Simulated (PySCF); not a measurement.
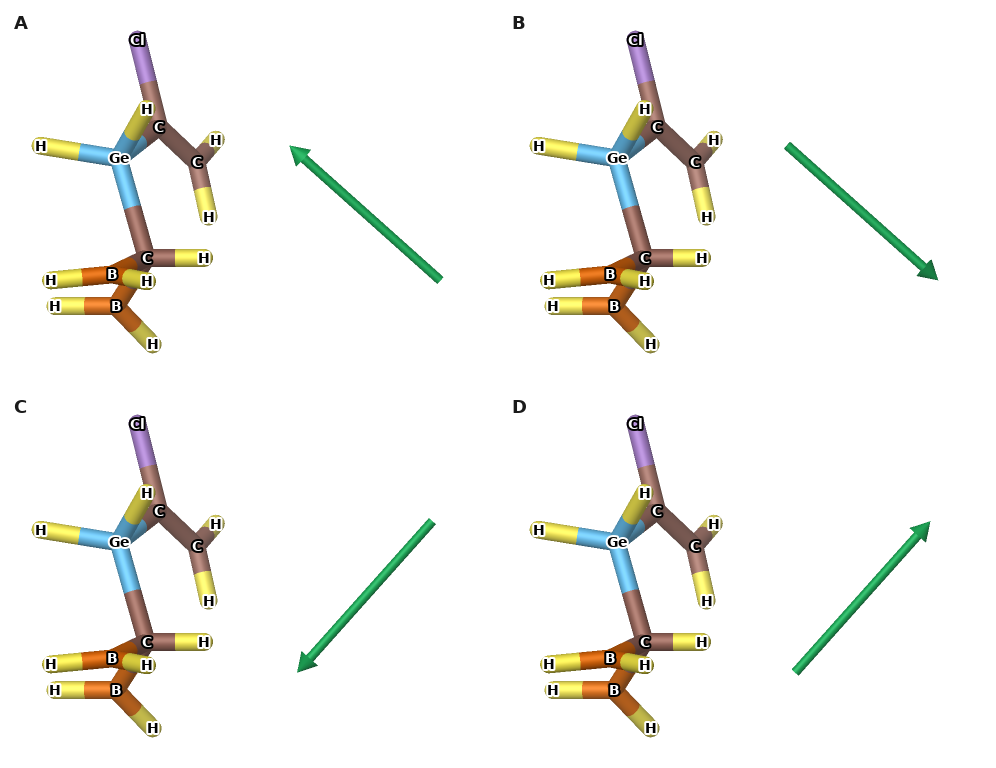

The same molecule four times, each with an arrow. Computed geometry: GFN2-xTB optimisation. No frequency run is at hand to confirm it as a minimum. Properties computed with ωB97X-D/def2-SVPD, gas phase (PySCF 2.14.0).

Which arrow points along the dipole moment, from the negative to the positive end?

Answer. B. The dipole moment is 1.17 D.

The geometry is semi-empirical. Around B, Ge such bond lengths and angles can be off by a tenth of an ångström or more and by several degrees, and values that hang on the shape move with them.
